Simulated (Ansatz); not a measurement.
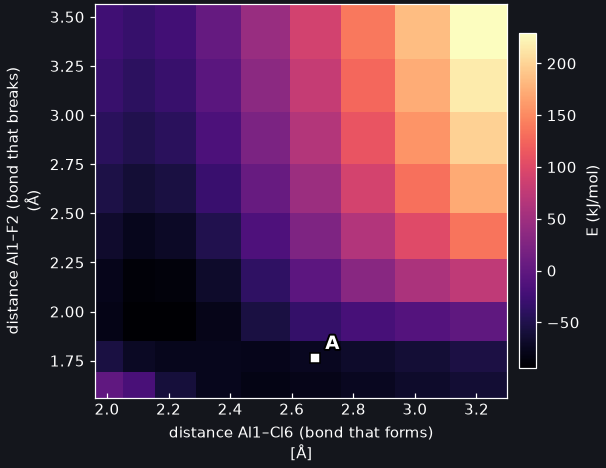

The reacting system AlCl3FH (fragments AlCl₂F + ClH where the first distance is long, AlCl₃ + FH where the second is long). 
- The first coordinate is: distance Al1–Cl6 (bond that forms); the second: distance Al1–F2 (bond that breaks).
- Relaxed at each point: all other coordinates.
- The scan uses a 9 × 9 grid.
- Points are written as (first, second).
- All energies are given in kJ/mol relative to a guessed transition structure relaxed with its forming and breaking bonds held.
- Energies and slopes of some neighbouring points disagree (a jump in structure or state, or too coarse a mesh). The reference is spin-restricted, so regions where a bond is pulled apart into radicals lie too high.
- The calculation used RKS PBE0-D4/def2-SVP (Ansatz 0.2.0).

In the figure: one coloured cell a grid point, the point A.

Which way does the force act at A, and how strong is it?

Answer. A, at (2.674 Å, 1.763 Å), is not a stationary point. The computed force is 34 kJ/mol for each Å towards smaller values of the first coordinate and 160 kJ/mol for each Å towards smaller values of the second coordinate.
